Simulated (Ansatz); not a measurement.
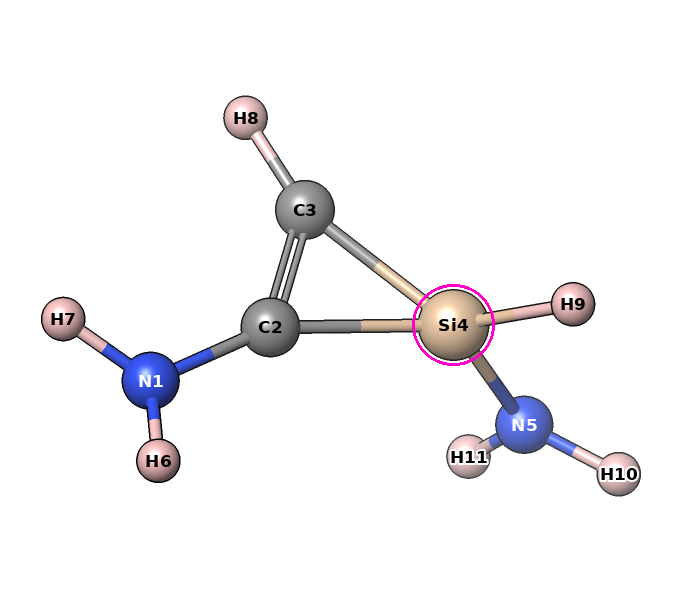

Atoms fade into the background with distance from the viewer. Circles mark the stereogenic atoms. The computed structure is the end point of a PBE0-D4/def2-TZVP optimisation. No frequency run is at hand to confirm it as a minimum.

### Give the R/S and E/Z labels.

Si4: S (priorities N5 > C2 > C3 > H9).

### Give a SMILES with the stereochemistry.

NC1=C[Si@@H]1N
